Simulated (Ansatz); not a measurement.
# AlFH2O2: what the fields show

The calculation's input:

```
crystal:
  periodic: [false, false, false]
  atoms:
    - { symbol: Al, position_ang: [0.0, 0.0, 0.0] }
    - { symbol: F, position_ang: [0.0, 0.0, 1.69] }
    - { symbol: O, position_ang: [1.5415, 0.0, -0.89] }
    - { symbol: H, position_ang: [1.8414, -0.9519, -1.0449] }
    - { symbol: O, position_ang: [-1.5415, 0.0, -0.89] }
    - { symbol: H, position_ang: [-2.0512, -0.8467, -0.6815] }
basis:
  gaussian: { orbitals: cc-pVDZ }
hamiltonian:
  xc: pbe0
relax:
  f_tol: 0.02
  max_steps: 40
output:
  orbitals: {}
```

Launched as:

```sh
ansatz run input.yaml --threads 1 --pin off --max-ram 2048MiB --backend cpu --events-out ev --progress --plain --runs-dir out
```

The fields are those of the run's last geometry, not of the input's.

Level of theory: RKS PBE0/cc-pVDZ (Ansatz 0.2.0).

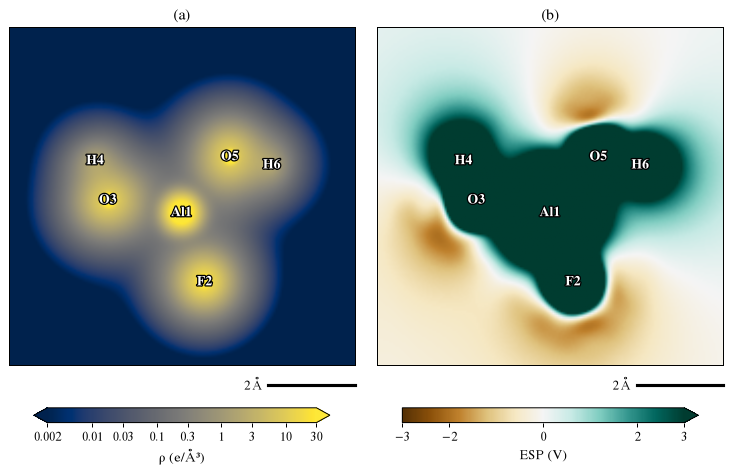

Figure 1. (a) total electron density; (b) molecular electrostatic potential on the molecular plane.

What do the fields say about this system?

- The section cuts through Al, F, O and H sites.
- Al–F (1.68 Å): ρ at the midpoint is about 0.71 e/Å³.
- Al–O (1.71 Å): ρ at the midpoint is about 0.77 e/Å³.
- O–H (0.96 Å): ρ is about 3.7 e/Å³ halfway.
- Outside the dense part of the molecule the potential is most negative (−2.0 V) near O3.

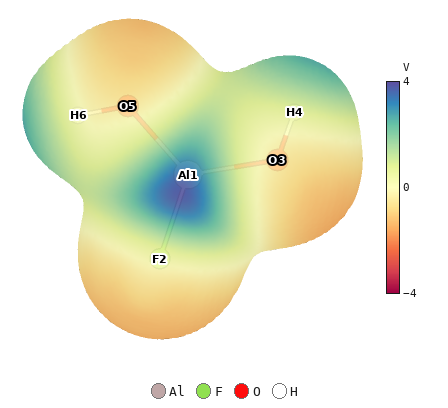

Figure 2. The molecular electrostatic potential painted on the density surface at 0.002 e/bohr³, seen across its widest extent; red is negative and blue positive.

Which sites attract a positive test charge, and which a negative one?

A positive charge is drawn to the negative regions and a negative charge to the positive ones. The most negative region (about −1.5 V) lies over O3, the most positive (about +3.7 V) over Al1. O3 is the likeliest acceptor of a hydrogen bond.

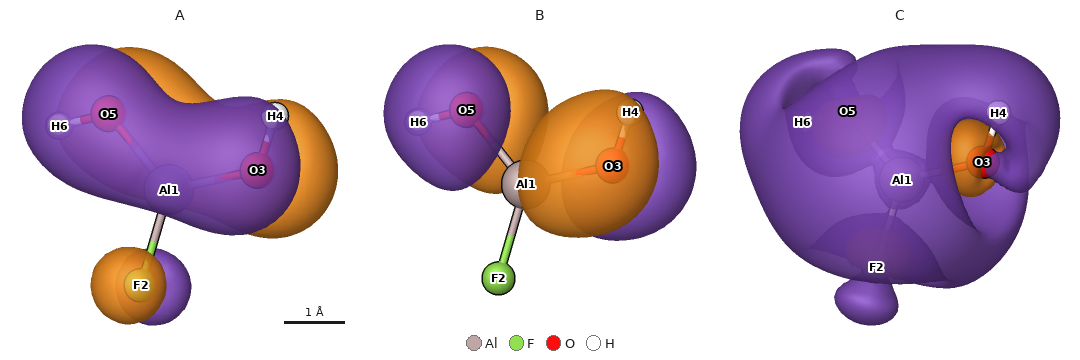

Figure 3. Three frontier orbitals at ±0.06 Å⁻³ᐟ² (orange and purple are the two phases), in no order.

Order the three orbitals by energy and name them.

A is the HOMO−1 (−9.57 eV). It lies mainly on O5 (about 45 %) and O3 (about 35 %); it changes sign across the molecular plane (π type); π-bonding across Al1–O3 and Al1–O5. B is the HOMO (−9.08 eV). Its weight (Hirshfeld) is mainly on O3 (about 50 %) and O5 (about 40 %); it changes sign across the molecular plane (π type). C is the LUMO (−0.74 eV). It lies mainly on Al1 (about 60 %), O5 (about 10 %), O3 (about 10 %) and F2 (about 10 %); it is symmetric in the molecular plane (an in-plane orbital: σ, lone-pair or in-plane π type).

What is the HOMO–LUMO gap?

8.34 eV between the orbital energies.

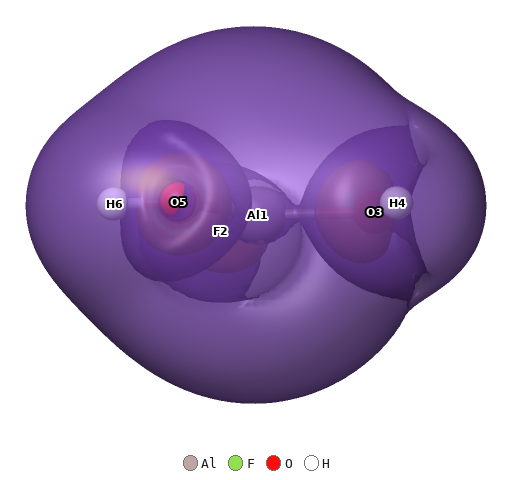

Figure 4. One frontier orbital at ±0.05 Å⁻³ᐟ² (orange and purple are the two phases), seen from one side.

Which orbital is it: HOMO or LUMO?

The LUMO, at −0.74 eV. By Hirshfeld shares it lies mainly on Al1 (about 60 %), O5 (about 10 %), O3 (about 10 %) and F2 (about 10 %); it is symmetric in the molecular plane (an in-plane orbital: σ, lone-pair or in-plane π type).
